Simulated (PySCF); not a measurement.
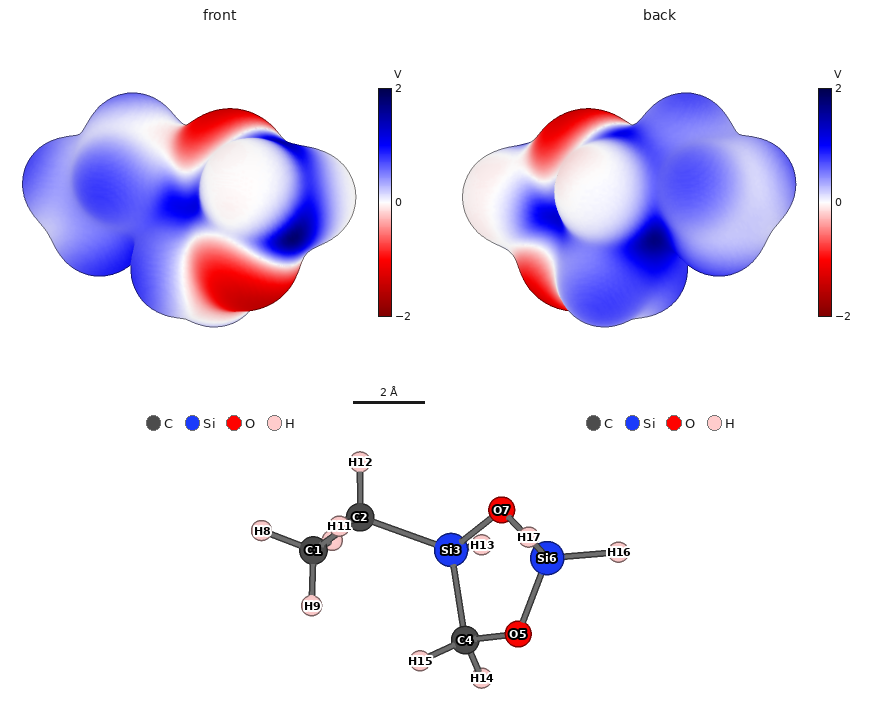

Figure 1: C₃H₁₀O₂Si₂. The molecular electrostatic potential painted on the density surface at 0.002 e/bohr³, seen from the front and from behind; red is negative and blue positive. The bare structure is drawn below in the same view.

Geometry: GFN2-xTB.

Computed with PBE0/pcSseg-1, SCF density, gas phase, non-relativistic in PySCF.

The calculation's input:

```
{"job": {"xc": "PBE0", "basis": "pcSseg-1", "kind": "nmr", "pop": true}, "charge": 0, "multiplicity": 1}
C     -2.633961     0.062020    -0.009210
C     -1.374114     0.892965    -0.217386
Si     0.127857    -0.189691    -0.597893
C      0.875394    -1.091785     0.931465
O      2.245215    -0.727303     0.991118
Si     2.796005     0.389738    -0.050433
O      1.441477     0.712177    -0.931726
H     -3.492517     0.699678     0.193117
H     -2.510994    -0.621842     0.827062
H     -2.849215    -0.527799    -0.896345
H     -1.197509     1.508213     0.667096
H     -1.535949     1.581809    -1.046458
H     -0.052867    -1.122955    -1.712045
H      0.828055    -2.181582     0.865819
H      0.412742    -0.802080     1.880255
H      3.771321    -0.198006    -0.950262
H      3.142062     1.628473     0.623993
```

Run with:

```sh
OMP_NUM_THREADS=1 python ens_run.py task.json out
```

Q: Which sites attract a positive test charge, and which a negative one?

A: A positive charge is drawn to the negative regions and a negative charge to the positive ones. The most negative region (about −1.4 V) lies over O5, the most positive (about +1.6 V) over Si3 and Si6. O5 is the likeliest acceptor of a hydrogen bond.

Q: How polar is the molecule by this calculation?

A: Its dipole moment is 1.63 D.
